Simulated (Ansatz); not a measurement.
# C2H5Al (SMILES C=[CH][AlH2]): wB97X/def2-SVPD

Aim: the vertical electron affinity of C2H5Al at wB97X/def2-SVPD, from 2 runs. 

The results are computed with Ansatz 0.2.0.

33 further runs of the same task are left out: 33 set aside as unsound or not needed.

### Step 1. The system as given

C2H5Al: 8 atoms, total charge 0, spin state singlet. SMILES: `C=[CH][AlH2]`. The shape is that of a PBE0-D4/def2-TZVP optimisation.

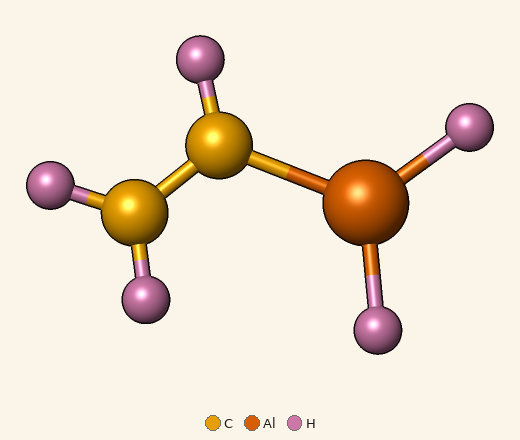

Viewed from a chosen angle; carbon amber, aluminium orange, hydrogen pink.

### Step 2. The energy at wB97X/def2-SVPD

Input file job.yaml:

```yaml
crystal:
  periodic: [false, false, false]
  atoms:
    - {symbol: C, position_ang: [-1.029900, 0.829200, -0.357000]}
    - {symbol: C, position_ang: [0.199000, 0.651000, 0.138100]}
    - {symbol: Al, position_ang: [0.930800, -1.139300, 0.262000]}
    - {symbol: H, position_ang: [-1.636900, -0.008600, -0.695500]}
    - {symbol: H, position_ang: [-1.495000, 1.809300, -0.451900]}
    - {symbol: H, position_ang: [0.735600, 1.546100, 0.452700]}
    - {symbol: H, position_ang: [2.384000, -1.417900, 0.837700]}
    - {symbol: H, position_ang: [0.004400, -2.327000, -0.241900]}
basis:
  gaussian:
    orbitals: def2-SVPD
hamiltonian:
  xc: {name: wB97X}
accuracy: high
output:
  orbitals: {seedname: orbitals}
```

Command:

```
$ ansatz run job.yaml --threads 1 --pin off --max-ram 3480MiB --events-out events.jsonl --progress --plain --runs-dir runs
```

Log:

```text
Warning: RAYON_NUM_THREADS=1 ignored (pool sized by the plan → 1); use --threads N
Functional definition: wB97X
  name "wB97X"
  parameter omega = 0.3/bohr
  parameter cx = 0.157706
  parameter cx1 = 0.726479
  parameter cx2 = 1.04760
  parameter cx3 = -5.70635
  parameter cx4 = 13.2794
  parameter css1 = -4.33879
  parameter css2 = 18.2308
  parameter css3 = -31.7430
  parameter css4 = 17.2901
  parameter cos1 = 2.37031
  parameter cos2 = -11.3995
  parameter cos3 = 6.58405
  parameter cos4 = -3.78132
  exchange = spin_sum(e_x_unif_sr(omega)*poly(b97_u_x, 1 - cx, cx1, cx2, cx3, cx4)) + cx*exact_x_sr(omega)
      + exact_x_lr(omega)
  correlation = spin_sum(e_c_pw_same_spin*poly(b97_u_same, 1, css1, css2, css3, css4))
      + integral(e_c_pw_opposite_spin*poly(b97_u_opposite, 1, cos1, cos2, cos3, cos4))
2110 factors; integrals over basis functions are off by at most 3.5e-9 eV
490 factors; integrals over basis functions are off by at most 1.9e-9 eV
mean field evaluation 1: about -8744.6115 eV, gradient 2.9e1 eV
mean field evaluation 2: about -8745.8416 eV, gradient 2.0e1 eV
mean field evaluation 4: about -8746.8821 eV, gradient 9.4e-1 eV
mean field evaluation 8: about -8746.8867 eV, gradient 4.6e-3 eV
mean field evaluation 16: about -8746.8867 eV, gradient 3.1e-7 eV
mean field -8746.88674396 eV, -321.4421589878 hartree, gradient 2.6e-8 eV, S^2 0.000000; 0 other end points of the search recorded, 0 dependent functions left out
reference -8746.88673993 eV, -321.4421588395 hartree; 15, 15 occupied and 89, 89 virtual orbitals, 2110 factors
Total energy: -8746.88673993 eV, -321.4421588395 hartree
```

Run time: 24 s. Hardware: 1 thread of Arm Neoverse V2, shared host; peak memory 0.54 GiB.

### Step 3. The doublet anion at the same level

Changes to job.yaml since step 2:

```diff
@@ -12,8 +12,7 @@
 basis:
-  gaussian:
-    orbitals: def2-SVPD
-hamiltonian:
-  xc: {name: wB97X}
+  gaussian: {orbitals: def2-SVPD}
+total_charge: -1
+magnetization: {spin_polarized: true, initial_magnetization: 1}
+hamiltonian: {xc: {name: wB97X}}
 accuracy: high
-output:
-  orbitals: {seedname: orbitals}
+output: {orbitals: {seedname: orbitals}}
```

Command:

```
$ ansatz run job.yaml --threads 1 --pin off --max-ram 3480MiB --events-out events.jsonl --progress --plain --runs-dir runs
```

Log, cut to the lines that bear on the results:

```text
Warning: RAYON_NUM_THREADS=1 ignored (pool sized by the plan → 1); use --threads N
[... 2 set-up lines as earlier in the session ...]
[...]
      + exact_x_lr(omega)
[...]
      + integral(e_c_pw_opposite_spin*poly(b97_u_opposite, 1, cos1, cos2, cos3, cos4))
2109 factors; integrals over basis functions are off by at most 3.5e-9 eV
490 factors; integrals over basis functions are off by at most 1.9e-9 eV
[...]
mean field -8746.69297262 eV, -321.4350380223 hartree, gradient 5.7e-8 eV, S^2 0.765691; 0 other end points of the search recorded, 0 dependent functions left out
reference -8746.69296906 eV, -321.4350378915 hartree; 16, 15 occupied and 88, 89 virtual orbitals, 2109 factors
Total energy: -8746.69296906 eV, -321.4350378915 hartree
```

It took 66 s on 1 thread of Arm Neoverse V2, shared host; peak memory 0.89 GiB.

### Step 4. What came out

At wB97X/def2-SVPD:

| quantity | value |
| --- | --- |
| singlet C2H5Al: total energy | -321.44216 Eh |
| singlet C2H5Al: HOMO energy | -10.53 eV |
| singlet C2H5Al: LUMO energy | 0.30 eV |
| singlet C2H5Al: HOMO–LUMO gap | 10.83 eV |
| doublet anion: total energy | -321.43504 Eh |
| doublet anion: HOMO energy (highest over α and β) | 0.02 eV |
| doublet anion: LUMO energy (lowest over α and β) | 5.22 eV |
| doublet anion: ⟨S²⟩ | 0.766 |
| vertical electron affinity (to the doublet anion) | -0.194 eV |

In words: The anion lies 0.19 eV (18.7 kJ/mol) above the neutral: the electron isn't bound at this level, and such a value depends on the basis. The HOMO (doublet anion) lies at positive energy, 0.02 eV; only total energies tell whether the electron is bound.
